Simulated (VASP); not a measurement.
Band structure of AlV2C (space group P6_3/mmc). Level of theory: PBE GGA, VASP's PBE PAW potentials (set 64) (plane waves; VASP).

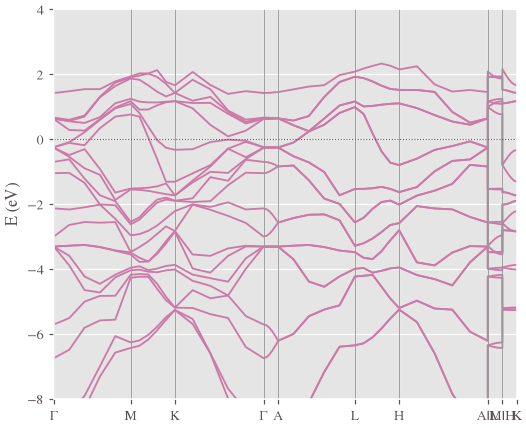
*Bands along high-symmetry lines, zero at the valence-band maximum or, without a gap, the Fermi level*

### Question
Read the plot: is there a gap, and where are the band edges?

### Answer
It has no gap at this level: it comes out as a metal or semimetal.

The structure comes from a computed database's AlV2C entry; how it stands against other phases isn't given here. The cell was not relaxed at this level. The run is not spin-polarised, so no magnetic state was tried.
